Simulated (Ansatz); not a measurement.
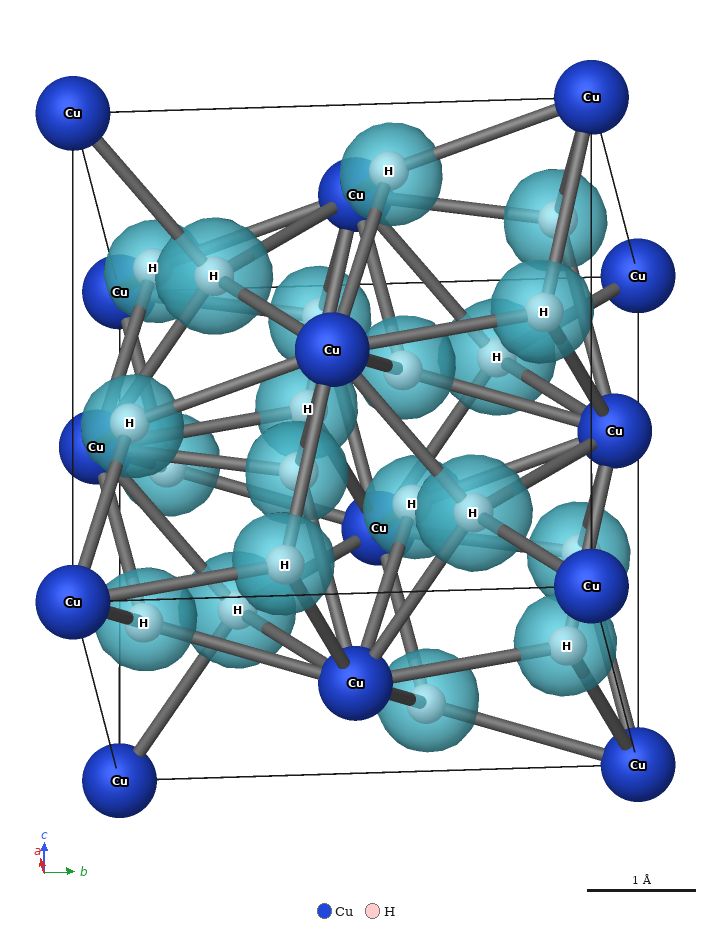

The picture shows: CuH$_{5}$. Isosurface of the electron localisation function at 0.75 (cyan), seen at an oblique angle. Core shells and regions of very low density are left out. Sticks mark near contacts.

Space group F-43m; a structure generated by program, which may or may not match a known phase; computed without spin polarisation.

All numbers below come from DFT PBE, scalar-relativistic, plane waves, PAW (Ansatz 0.2.0).

Describe the localisation domains.

The surface consists of 20 regions around hydrogen nuclei, counted in one cell of 24 atoms. Regions shared between cells count once.

Values along the shortest contacts:
Cu–H (2.06 Å): the ELF climbs to about 1 towards the hydrogen. Cu–H (2.10 Å): the ELF climbs to about 1 towards the hydrogen.
